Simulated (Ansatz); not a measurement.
# CH₄F₂GeO: up Jacob's ladder to CCSD(T)

How much do the methods differ for CH₄F₂GeO? The plan is to run it at one geometry with functionals of several rungs and with coupled cluster, and see how far each lands from CCSD(T) at the basis-set limit for the atomisation energy.

Computed with Ansatz 0.2.0, Gaussian basis. Level: functionals in def2-TZVPP, the program's frozen cores in correlated methods.

The runs, in order: LDA (SPW92), PBE-D4, revPBE-D4, BLYP-D4, r2SCAN-D4, B97M-V, PBE0-D4, B3LYP-D4, r2SCANh-D4, r2SCAN0-D4, HSE06-D4, BHLYP-D4, CAM-B3LYP-D4, LC-ωPBE, ωB97X-V, ωB97M-V, B2PLYP, PBE-QIDH; CCSD(T)/def2-SVP; CCSD(T)/def2-TZVPP; MP2/def2-QZVPP; extrapolation to the limit; RPA on PBE.

### 1 The geometry

An earlier PBE0-D4 in a triple-zeta def2 set relaxation fixed the geometry.

SMILES `C[O][GeH]([F])[F]`, 9 atoms, charge 0, spin multiplicity 1.

Atoms are counted from 1 here; the program's logs count them from 0.

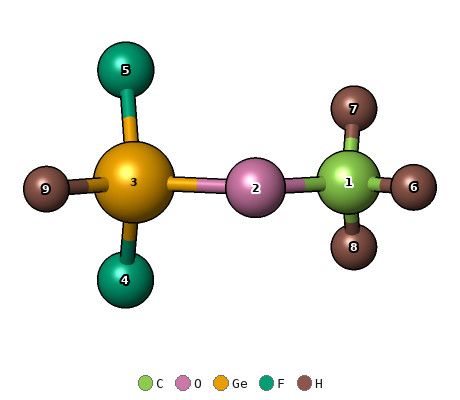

The geometry (carbon green, oxygen pink, germanium amber, fluorine teal, hydrogen brown); atoms are numbered from 1 in the order of the file.

### 2 LDA

This LDA is Slater exchange with PW92 correlation.

in.yaml reads:

```yaml
crystal:
  periodic: [false, false, false]
  atoms:
    - {symbol: C, position_ang: [0.048150, -1.394725, -0.171455]}
    - {symbol: O, position_ang: [-0.126431, -0.372558, 0.799590]}
    - {symbol: Ge, position_ang: [-0.059639, 1.304841, 0.352431]}
    - {symbol: F, position_ang: [-1.222767, 1.610057, -0.880263]}
    - {symbol: F, position_ang: [1.442455, 1.624550, -0.426775]}
    - {symbol: H, position_ang: [-0.036644, -2.349901, 0.347878]}
    - {symbol: H, position_ang: [1.033854, -1.335429, -0.641792]}
    - {symbol: H, position_ang: [-0.721919, -1.345427, -0.946678]}
    - {symbol: H, position_ang: [-0.268658, 2.212391, 1.549965]}
basis:
  gaussian: {orbitals: def2-TZVPP}
hamiltonian: {xc: lda}
output: {orbitals: {seedname: orbitals}}
```

Run with:

```
$ ansatz run in.yaml --threads 4 --pin off --events-out ev --progress --plain --max-ram 10444MiB
```

The runs that follow: PBE-D4 (GGA); revPBE-D4 (GGA); BLYP-D4 (GGA); r2SCAN-D4 (meta-GGA); B97M-V (meta-GGA); B3LYP-D4 (hybrid); r2SCANh-D4 (hybrid); r2SCAN0-D4 (hybrid); HSE06-D4 (hybrid); BHLYP-D4 (hybrid); CAM-B3LYP-D4 (range-separated); LC-ωPBE (range-separated); ωB97X-V (range-separated); ωB97M-V (range-separated); B2PLYP (double hybrid); PBE-QIDH (double hybrid); CCSD(T) in def2-SVP; CCSD(T) in def2-TZVPP; MP2 in def2-QZVPP; RPA on PBE orbitals.

Before running them: what should the planned runs give, taken together? Wanted: atomisation energy, CCSD(T)/CBS; farthest beyond LDA; mean size of error, GGA; mean size of error, meta-GGA; mean size of error, hybrid; mean size of error, range-separated; mean size of error, double hybrid; gap, smallest and largest; T1 diagnostic.

**Answer**, as computed:

| quantity | value |
| --- | --- |
| atomisation energy, CCSD(T)/CBS | 34.409 eV |
| functionals within 0.344 eV (1.0 %) | BLYP-D4, r2SCAN-D4, B97M-V, CAM-B3LYP-D4, LC-ωPBE, ωB97X-V, ωB97M-V |
| farthest beyond LDA | BHLYP-D4 (-1.721 eV) |
| mean size of error, GGA | 0.450 eV |
| mean size of error, meta-GGA | 0.091 eV |
| mean size of error, hybrid | 0.769 eV |
| mean size of error, range-separated | 0.149 eV |
| mean size of error, double hybrid | 0.528 eV |
| gap, smallest and largest | 6.02 eV (LDA (SPW92)), 14.18 eV (LC-ωPBE) |
| T1 diagnostic | 0.0122 |
| triples share of the correlation energy | 3.2 % |

What this shows: LDA overbinds by 5.309 eV (15 %). PBE-D4 misses by +0.393 eV. Double hybrids carry the basis error of their MP2 part in triple zeta, and no dispersion term here, so their miss is partly the set-up's. The rungs meta-GGA, range-separated miss on average by less than the doubt on the reference (0.344 eV), so they tie. The reference freezes the cores and leaves out relativity and excitations past (T), and its outer-core shells are covered unevenly, so misses under about 0.344 eV can't be ranked. Hartree-Fock recovers 71 % of the binding; the rest is correlation. CCSD(T) in def2-SVP is off by -2.181 eV, so the small basis spoils what the method gains. Orbital gaps span 6.0 to 14.2 eV; exact exchange widens them. Correlated methods include outer-core shells of Ge, which these sets cover unevenly.
